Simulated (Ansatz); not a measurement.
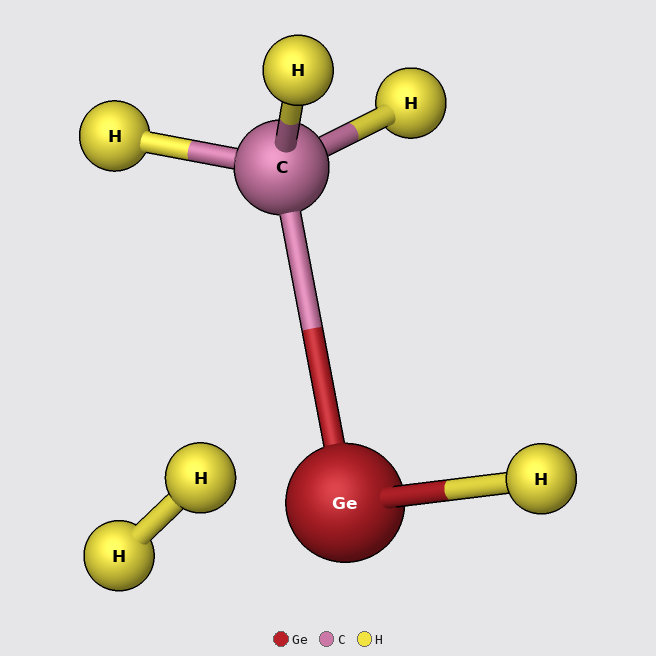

Sticks follow a distance rule. Harmonic vibrations computed with RKS PBE0-D4/def2-TZVP (Ansatz 0.2.0) at a stationary point of the same level.

> Is this a minimum or a saddle point?

A minimum: no imaginary frequency, and the lowest mode lies at 129 cm⁻¹.

> How many vibrational modes are there, and where do they lie?

18 modes: 129, 311, 371, 432, 541, 603, 632, 695, 871, 964, 1235, 1440, 1454, 1907, 3037, 3121, 3163, 3910 cm⁻¹.
